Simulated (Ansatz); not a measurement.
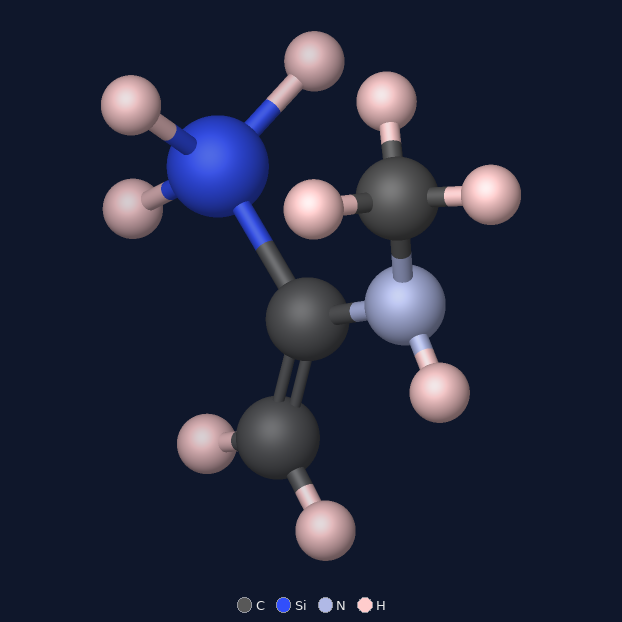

The computed structure is the end point of a PBE0-D4/def2-TZVP optimisation. No frequency run is at hand to confirm it as a minimum. Program: Ansatz 0.2.0.

At this fixed geometry, give dipole (D), HOMO–LUMO gap (eV) at these levels: B3LYP-D4/def2-TZVPP; PBE-D4/def2-TZVPP; r2SCAN-D4/def2-TZVPP; ωB97M-V/def2-TZVPP.

| level | dipole (D) | HOMO–LUMO gap (eV) |
| --- | --- | --- |
| B3LYP-D4/def2-TZVPP | 1.67 | 5.74 |
| PBE-D4/def2-TZVPP | 1.75 | 4.11 |
| r2SCAN-D4/def2-TZVPP | 1.75 | 4.49 |
| ωB97M-V/def2-TZVPP | 1.63 | 10.35 |
